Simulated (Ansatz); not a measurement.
**C₂H₉ClGaN: basis-set convergence**

How large a basis does C₂H₉ClGaN need? Two functionals are run in growing sets.

Computed with Ansatz 0.2.0, Gaussian basis. Level: one geometry, several basis sets.

Levels to be run: PBE0-D4/def2-SVP; ωB97M-V/def2-SVP; PBE0-D4/def2-QZVPP; ωB97M-V/def2-QZVPP; the functionals' def2-TZVPP values are taken from earlier runs.

## (1) The geometry

All runs share one geometry, relaxed beforehand with PBE0-D4 in a triple-zeta def2 set.

SMILES `[CH3][Ga-]([CH3])([NH3+])[Cl]`, 14 atoms, charge 0, spin multiplicity 1.

Atoms are counted from 1 here; the program's logs count them from 0.

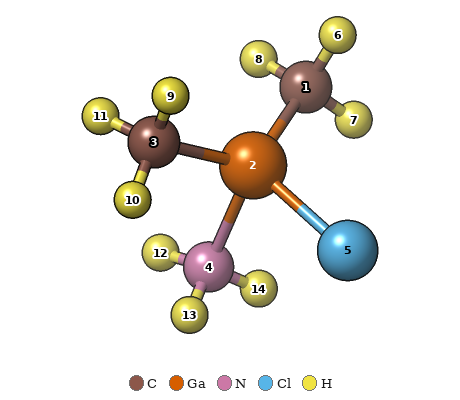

The geometry (carbon brown, gallium orange, nitrogen pink, chlorine blue, hydrogen yellow); atoms are numbered from 1 in the order of the file.

## (2) PBE0-D4 in def2-SVP

Contents of in.yaml:

```yaml
crystal:
  periodic: [false, false, false]
  atoms:
    - {symbol: C, position_ang: [-1.792844, 0.854699, 0.212074]}
    - {symbol: Ga, position_ang: [0.141412, 0.491312, 0.080824]}
    - {symbol: C, position_ang: [1.308124, -0.244371, 1.490874]}
    - {symbol: N, position_ang: [0.232091, -1.020577, -1.438060]}
    - {symbol: Cl, position_ang: [1.198591, 1.950822, -1.227812]}
    - {symbol: H, position_ang: [-1.972565, 1.697080, 0.883954]}
    - {symbol: H, position_ang: [-2.211005, 1.118713, -0.761838]}
    - {symbol: H, position_ang: [-2.342197, -0.004274, 0.607076]}
    - {symbol: H, position_ang: [1.440206, 0.488636, 2.289983]}
    - {symbol: H, position_ang: [2.299330, -0.481548, 1.098050]}
    - {symbol: H, position_ang: [0.884617, -1.147274, 1.939267]}
    - {symbol: H, position_ang: [-0.169006, -1.921462, -1.202757]}
    - {symbol: H, position_ang: [1.208140, -1.151487, -1.681485]}
    - {symbol: H, position_ang: [-0.237797, -0.659472, -2.261351]}
basis:
  gaussian: {orbitals: def2-SVP}
hamiltonian: {xc: pbe0, dispersion: d4}
output: {orbitals: {seedname: orbitals}}
```

The run is started by

```
> ansatz run in.yaml --threads 4 --pin off --events-out ev --progress --plain --max-ram 11315MiB
```

Log:

```text
Functional definition: PBE0
  name "PBE0"
  cite "Adamo & Barone, J. Chem. Phys. 110, 6158 (1999) doi:10.1063/1.478522"
  cite "Perdew, Burke & Ernzerhof, Phys. Rev. Lett. 77, 3865 (1996) doi:10.1103/PhysRevLett.77.3865"
  parent pbe
  parameter a = 0.25
  parameter kappa = 0.804
  parameter beta = 0.06672455060314922
  exchange = (1 - a)*pbe_x(kappa = kappa, mu = beta*pi^2/3) + a*exact_x
  correlation = pbe_c(beta = beta)
1383 factors; integrals over basis functions are off by at most 1.2e-3 eV
mean field evaluation 1: about -68573.6443 eV, gradient 7.4e1 eV
mean field evaluation 2: about -68569.6242 eV, gradient 8.3e1 eV
mean field evaluation 4: about -68585.4569 eV, gradient 2.1e0 eV
mean field evaluation 8: about -68585.6455 eV, gradient 2.0e-1 eV
mean field evaluation 16: about -68585.6456 eV, gradient 3.9e-5 eV
mean field -68585.64556477 eV, -2520.4759854850 hartree, gradient 3.9e-5 eV, S^2 0.000000; 0 other end points of the search recorded, 0 dependent functions left out
reference -68585.64559473 eV, -2520.4759865858 hartree; 38, 38 occupied and 99, 99 virtual orbitals, 1383 factors
Total energy: -68585.91916090 eV, -2520.4860399572 hartree
```

It took 1.9 s on 4 threads of Arm Neoverse V2, shared host.

## (3) ωB97M-V in def2-SVP

in.yaml, as its differences from that of step 2:

```diff
@@ -19,3 +19,3 @@
   gaussian: {orbitals: def2-SVP}
-hamiltonian: {xc: pbe0, dispersion: d4}
+hamiltonian: {xc: {name: wB97M-V}}
 output: {orbitals: {seedname: orbitals}}
```

The command is unchanged.

Log, shortened:

```text
Functional definition: wB97M-V
  name "wB97M-V"
  cite "Mardirossian & Head-Gordon, J. Chem. Phys. 144, 214110 (2016) doi:10.1063/1.4952647"
  cite "Becke, J. Chem. Phys. 107, 8554 (1997) doi:10.1063/1.475007"
  cite "Vydrov & Van Voorhis, J. Chem. Phys. 133, 244103 (2010) doi:10.1063/1.3521275"
  # Of w^i u^j: cxij and so on, Table III.
[...]
  gx(w, u) = 1 - cx + cx01*u + cx10*w
  gss(w, u) = css00 + css04*u^4 + css10*w + css20*w^2 + css43*w^4*u^3
  gos(w, u) = cos00 + cos10*w + (cos20 + cos21*u)*w^2 + (cos60 + cos61*u)*w^6
[...]
      + integral(e_c_pw_mod_opposite_spin*gos(b97_w_opposite, b97_u_opposite)) + vv10(b, c)
1383 factors; integrals over basis functions are off by at most 1.2e-3 eV
381 factors; integrals over basis functions are off by at most 7.3e-6 eV
[...]
mean field -68595.37344214 eV, -2520.8334783846 hartree, gradient 4.7e-5 eV, S^2 0.000000; 0 other end points of the search recorded, 0 dependent functions left out
reference -68595.37349044 eV, -2520.8334801594 hartree; 38, 38 occupied and 99, 99 virtual orbitals, 1383 factors
Total energy: -68595.37349044 eV, -2520.8334801594 hartree
```

It took 7 s on 4 threads of Arm Neoverse V2, shared host.

## (4) PBE0-D4 in def2-QZVPP

in.yaml, as its differences from that of step 3:

```diff
@@ -18,4 +18,4 @@
 basis:
-  gaussian: {orbitals: def2-SVP}
-hamiltonian: {xc: {name: wB97M-V}}
+  gaussian: {orbitals: "def2-QZVPP.json"}
+hamiltonian: {xc: pbe0, dispersion: d4}
 output: {orbitals: {seedname: orbitals}}
```

Launched as before.

Log:

```text
Functional definition: PBE0
  name "PBE0"
  cite "Adamo & Barone, J. Chem. Phys. 110, 6158 (1999) doi:10.1063/1.478522"
  cite "Perdew, Burke & Ernzerhof, Phys. Rev. Lett. 77, 3865 (1996) doi:10.1103/PhysRevLett.77.3865"
  parent pbe
  parameter a = 0.25
  parameter kappa = 0.804
  parameter beta = 0.06672455060314922
  exchange = (1 - a)*pbe_x(kappa = kappa, mu = beta*pi^2/3) + a*exact_x
  correlation = pbe_c(beta = beta)
2041 factors; their error is unknown
mean field evaluation 1: about -68585.8654 eV, gradient 9.2e1 eV
mean field evaluation 2: about -68578.1042 eV, gradient 1.1e2 eV
mean field evaluation 4: about -68602.5178 eV, gradient 4.6e0 eV
mean field evaluation 8: about -68602.5464 eV, gradient 5.8e-2 eV
mean field evaluation 16: about -68602.7078 eV, gradient 1.2e-4 eV
mean field -68602.70779071 eV, -2521.1030107231 hartree, gradient 1.2e-5 eV, S^2 0.000000; 0 other end points of the search recorded, 0 dependent functions left out
reference -68602.70783427 eV, -2521.1030123238 hartree; 38, 38 occupied and 562, 562 virtual orbitals, 2041 factors
Total energy: -68602.98140044 eV, -2521.1130656951 hartree
```

Run time: 17 s. Hardware: 4 threads of Arm Neoverse V2, shared host; peak memory 2.8 GiB.

## (5) ωB97M-V in def2-QZVPP

in.yaml, as its differences from that of step 4:

```diff
@@ -19,3 +19,3 @@
   gaussian: {orbitals: "def2-QZVPP.json"}
-hamiltonian: {xc: pbe0, dispersion: d4}
+hamiltonian: {xc: {name: wB97M-V}}
 output: {orbitals: {seedname: orbitals}}
```

The command is unchanged.

Log, shortened:

```text
Functional definition: wB97M-V
  name "wB97M-V"
  cite "Mardirossian & Head-Gordon, J. Chem. Phys. 144, 214110 (2016) doi:10.1063/1.4952647"
  cite "Becke, J. Chem. Phys. 107, 8554 (1997) doi:10.1063/1.475007"
  cite "Vydrov & Van Voorhis, J. Chem. Phys. 133, 244103 (2010) doi:10.1063/1.3521275"
  # Of w^i u^j: cxij and so on, Table III.
[...]
  gx(w, u) = 1 - cx + cx01*u + cx10*w
  gss(w, u) = css00 + css04*u^4 + css10*w + css20*w^2 + css43*w^4*u^3
  gos(w, u) = cos00 + cos10*w + (cos20 + cos21*u)*w^2 + (cos60 + cos61*u)*w^6
[...]
      + integral(e_c_pw_mod_opposite_spin*gos(b97_w_opposite, b97_u_opposite)) + vv10(b, c)
2020 factors; their error is unknown
473 factors; integrals over basis functions are off by at most 1.4e-5 eV
[...]
mean field -68612.55298947 eV, -2521.4648151044 hartree, gradient 3.7e-5 eV, S^2 0.000000; 0 other end points of the search recorded, 0 dependent functions left out
reference -68612.55306013 eV, -2521.4648177010 hartree; 38, 38 occupied and 562, 562 virtual orbitals, 2020 factors
Total energy: -68612.55306013 eV, -2521.4648177010 hartree
```

Wall time 34 s (4 threads of Arm Neoverse V2, shared host); peak memory 3.4 GiB.

## (6) Density functionals: the series

The def2-TZVPP values come from earlier runs at the same geometry.

| functional | basis | functions | energy (eV) | from the largest (eV) | HOMO (eV) | LUMO (eV) |
| --- | --- | --- | --- | --- | --- | --- |
| PBE0-D4 | def2-SVP | 137 | -68585.9192 | 17.062 | -6.93 | 0.45 |
| PBE0-D4 | def2-TZVPP | 309 | -68601.2113 | 1.770 | -7.12 | -0.13 |
| PBE0-D4 | def2-QZVPP | 600 | -68602.9814 | 0.000 | -7.16 | -0.39 |
| ωB97M-V | def2-SVP | 137 | -68595.3735 | 17.180 | -9.13 | 2.01 |
| ωB97M-V | def2-TZVPP | 309 | -68610.8395 | 1.714 | -9.33 | 1.25 |
| ωB97M-V | def2-QZVPP | 600 | -68612.5531 | 0.000 | -9.37 | 0.81 |

## (7) Results

| quantity | value |
| --- | --- |
| PBE0-D4: double and triple zeta above quadruple | 17.06, 1.77 eV |
| ωB97M-V: double and triple zeta above quadruple | 17.18, 1.71 eV |

What this shows: PBE0-D4 gains 15.29 eV from double to triple zeta, then 1.77 eV more. Total energies overstate the basis error of differences, where much of it tends to cancel. The LUMO of ωB97M-V is positive and keeps falling with the basis (2.01 to 0.81 eV): an unbound level that the basis holds in place.

For PBE0-D4 the largest set took about 9 times as long as the smallest (17 s against 1.9 s).
